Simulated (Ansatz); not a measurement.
## Electronic structure of C3H7N in real space

Input file:

```
crystal:
  periodic: [false, false, false]
  atoms:
    - {symbol: C, position_ang: [-0.691019, 0.464456, -0.499612]}
    - {symbol: C, position_ang: [-0.588682, -0.335994, 0.807952]}
    - {symbol: N, position_ang: [0.659008, -0.930963, 0.303113]}
    - {symbol: C, position_ang: [0.809266, 0.173058, -0.658208]}
    - {symbol: H, position_ang: [-1.290967, -0.050079, -1.250297]}
    - {symbol: H, position_ang: [-1.001516, 1.506057, -0.434019]}
    - {symbol: H, position_ang: [-0.451455, 0.323060, 1.676329]}
    - {symbol: H, position_ang: [-1.381415, -1.054202, 1.033165]}
    - {symbol: H, position_ang: [1.405162, -1.034458, 0.978620]}
    - {symbol: H, position_ang: [1.424447, 1.006155, -0.291105]}
    - {symbol: H, position_ang: [1.172570, -0.124189, -1.645439]}
basis:
  gaussian: {orbitals: def2-TZVPP}
hamiltonian: {xc: pbe0, dispersion: d4}
output: {orbitals: {seedname: orbitals}}
```

Launched as:

```sh
ansatz run in.yaml --threads 2 --pin off --events-out ev --progress --plain --max-ram 4352MiB
```

Geometry: PBE0-D4/def2-TZVP.

These are results of Ansatz, RKS PBE0-D4/def2-TZVPP, not measurements.

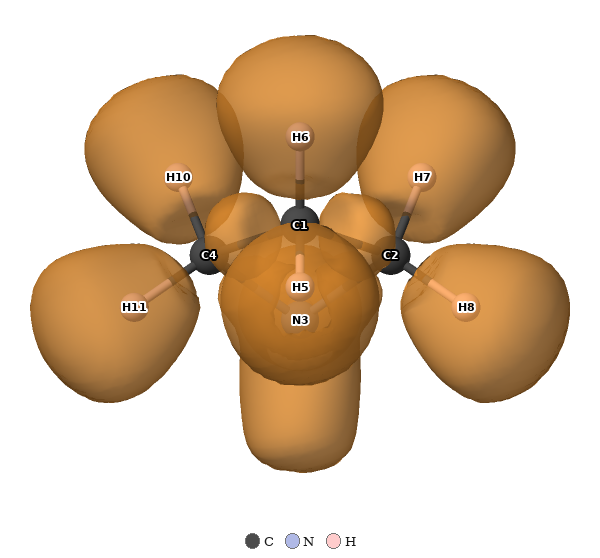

Figure 1. Isosurface of the electron localisation function at 0.75 (orange), seen from one side. Only the valence region is drawn (cores and ρ < 0.01 e/Å³ removed).

Question: Describe the localisation domains.

Answer: The surface consists of two regions between bonded C–C atoms (shared pairs), six regions around hydrogen nuclei and one joined region spread over several atoms (H, N), in which their bonds and any lone pairs are merged. Along the contacts the grid gives the following. C–N (1.47 Å): the ELF peaks at about 0.90 between the atoms, as expected for a covalent bond. C–C (1.54 Å): the ELF peaks at about 0.95 between the atoms (localised, covalent bonding).

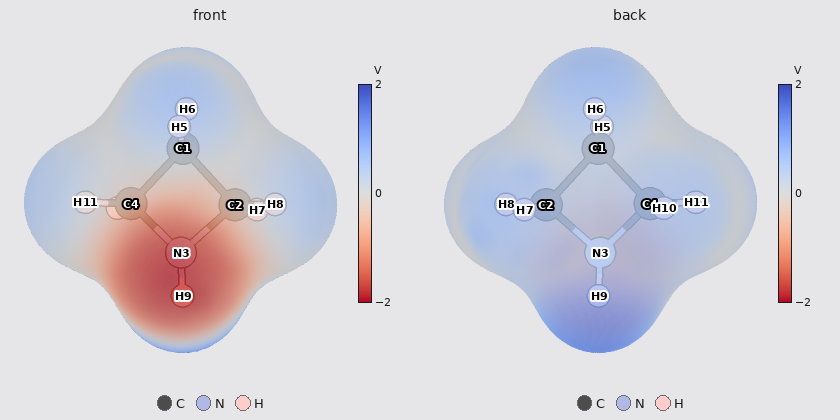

Figure 2. The electrostatic potential painted on the density surface at 0.002 e/bohr³, seen from the front and from behind; the colour scale runs from red (negative) to blue (positive).

Question: Which sites attract a positive test charge, and which a negative one?

Answer: A positive charge is drawn to the negative regions and a negative charge to the positive ones. The most negative region (about −1.8 V) lies over N3, the most positive (about +1.4 V) over H9. N3 is the likeliest acceptor of a hydrogen bond.

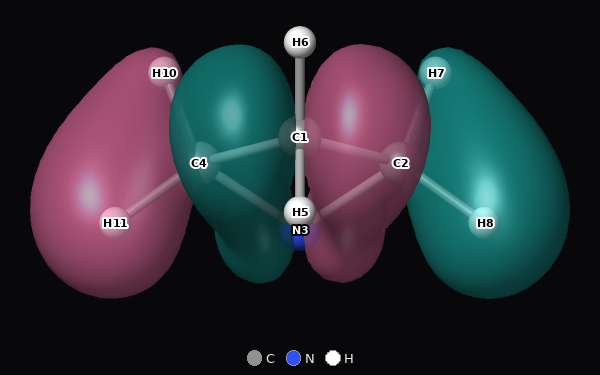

Figure 3. The HOMO−1 at ±0.1 Å⁻³ᐟ² (teal and pink are the two phases), seen from one side.

Question: Where does this orbital lie, and at what energy?

Answer: It lies mainly on C1 (about 25 %), C2 (about 20 %), C4 (about 20 %), H8 (about 10 %), H11 (about 10 %) and N3 (about 10 %). Its energy is −9.01 eV.
